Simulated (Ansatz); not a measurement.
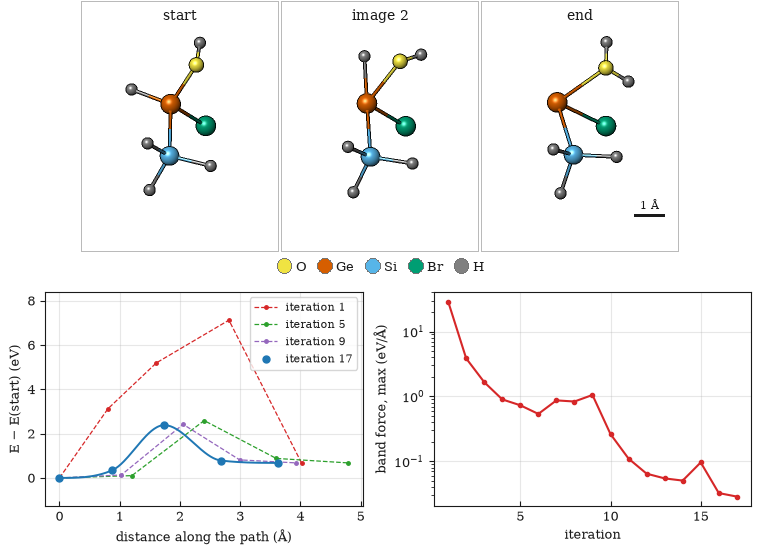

A search for the minimum-energy path of GeSiH₅OBr by the nudged elastic band. Images are numbered from 0 (start) to 4 (end). The plot follows the band through its iterations. Style: ball-and-stick. Shown from a free direction.

Computed with RKS PBE0/def2-SVP in Ansatz 0.2.0. Set-up: 3 movable images; climbing image; force threshold 0.03 eV/Å; iteration limit 60; starting path through a guess of the saddle point.

How did the profile develop, and is the result final?

The run is converged, with reservations. The band converged in 17 iterations. The largest component of the band force went from 29 to 0.029 eV/Å. The climbing image converged on the top of the path. Its curvatures weren't checked. So few images resolve the path coarsely. The first iteration put the highest image at 7.12 eV. The highest point, image 2, lies 2.38 eV above the start and 1.70 eV above the end; the end is at +0.68 eV relative to the start.

The run took 2.6 min on 2 threads of Intel(R) Xeon(R) Platinum 8488C (Sapphire Rapids), with other jobs on the host, peak memory 0.37 GiB.
